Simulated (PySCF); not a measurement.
Ionisation energy of B⁺ ([He] 2s² → [He] 2s). PySCF, aug-cc-pwCVTZ, non-relativistic, unrestricted single determinants, no spin-orbit coupling. Methods marked “subvalence” freeze no core electrons.

By method:

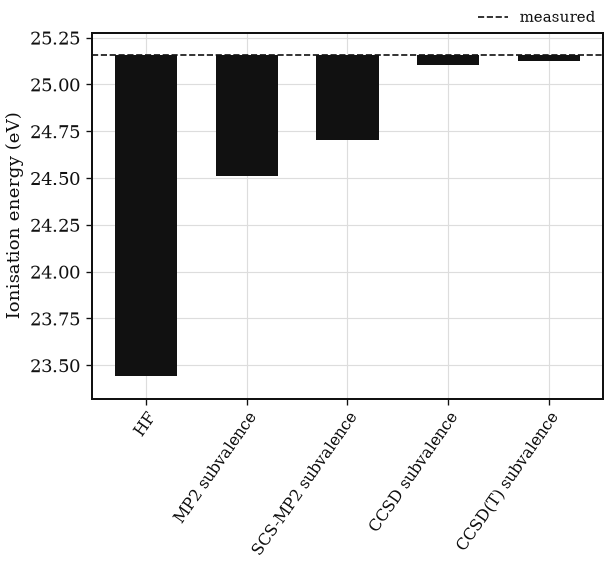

```tsv
Method	Ionisation energy (eV)
HF	23.44
MP2 subvalence	24.51
SCS-MP2 subvalence	24.70
CCSD subvalence	25.10
CCSD(T) subvalence	25.12
```

The values run from 23.44 eV (HF) to 25.12 eV (CCSD(T) subvalence). The measured value is 25.15 eV; nearest to it come CCSD(T) subvalence (−0.03) and CCSD subvalence (−0.05), furthest HF (−1.71 eV).
